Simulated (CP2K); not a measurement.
Consider 2-chloropyrrole at its PBE geometry (Å).

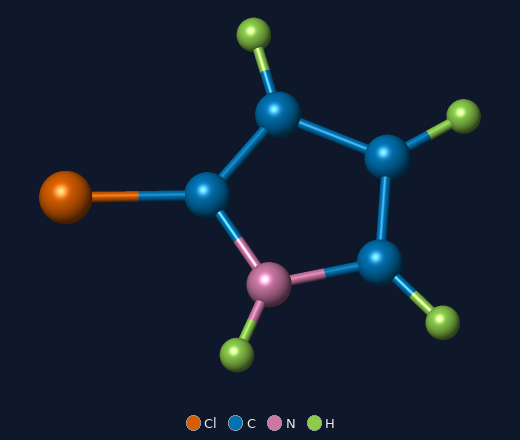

The molecule (chlorine orange, carbon blue, nitrogen pink, hydrogen green).

```xyz
10

Cl    2.8187    0.0940   -0.0087
C     1.1009    0.1180   -0.0011
C     0.2113    1.1750    0.0518
C    -1.0967    0.6060    0.0334
C    -0.9638   -0.7693   -0.0320
N     0.3874   -1.0573   -0.0544
H     0.4768    2.2241    0.1014
H    -2.0348    1.1493    0.0660
H    -1.7035   -1.5603   -0.0607
H     0.8037   -1.9794   -0.0957
```

Method: CP2K XAS_TDP, all-electron GAPW, PBEh(45%), aug-pc-1, TDA, GW2X-corrected core level, no relativity.

Question: Predict the bright core excitations at the C K edge.

Leading lines: C2 288.44 eV, C3 287.43 eV, C4 287.43 eV and C5 287.75 eV. The leading line of an atom is its first one with 35 % of the strongest within 2.5 eV of its lowest line over the strength cut. Core ionisation energies at this level: C3 290.96, C4 291.02, C2 292.73 and C5 291.91 eV.

The first six lines of each atom with a strength over 0.0015:

| atom | energy (eV) | states | strength, one atom | above the computed threshold |
| --- | --- | --- | --- | --- |
| C2 (bonded to C, Cl and N) | 288.44 | 1 | 0.0569 |  |
|  | 289.07 | 1 | 0.0493 |  |
|  | 292.78 | 1 | 0.0038 | yes |
|  | 293.21 | 1 | 0.0131 | yes |
|  | 293.69 | 1 | 0.0027 | yes |
|  | 293.79 | 1 | 0.0018 | yes |
| C3 (bonded to 2 C and H) | 287.43 | 1 | 0.0492 |  |
|  | 289.17 | 1 | 0.0097 |  |
|  | 289.42 | 1 | 0.0043 |  |
|  | 289.68 | 1 | 0.0024 |  |
|  | 289.86 | 1 | 0.0025 |  |
|  | 290.58 | 1 | 0.0023 |  |
| C4 (bonded to 2 C and H) | 287.43 | 1 | 0.0513 |  |
|  | 289.20 | 1 | 0.0072 |  |
|  | 289.48 | 1 | 0.0040 |  |
|  | 289.85 | 1 | 0.0021 |  |
|  | 291.00 | 1 | 0.0038 |  |
|  | 291.65 | 1 | 0.0059 | yes |
| C5 (bonded to C, N and H) | 287.75 | 1 | 0.0538 |  |
|  | 289.72 | 1 | 0.0104 |  |
|  | 290.62 | 1 | 0.0030 |  |
|  | 291.30 | 2 | 0.0041 |  |
|  | 291.63 | 1 | 0.0029 |  |
|  | 291.81 | 1 | 0.0066 |  |

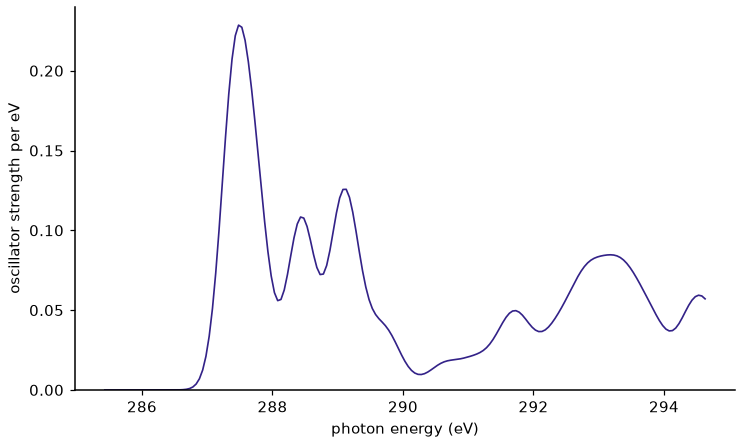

All atoms added, broadened by 0.5 eV.

Lines are vertical, at one geometry, with no vibrational structure. GW2X ionisation energies and lines can be off by 1 to 2 eV either way, and a good line position may hide errors that cancel. These values hold no scalar relativity, about 0.1 eV for C 1s. Rydberg lines, and the discretised continuum above threshold, depend on the basis and the box.

[Banner, clock and machine lines of the logs are left out without a mark of their own.]

[Logs are printed without paths, hosts, clocks, repeated set-up lines and the standing remarks that a program may print on its own settings, such as how far it seeks lower states.]

[Hosts, paths, dates, database ids (printed as entryN), source tags and the programs' standing remarks are cut or masked in the printed files.]
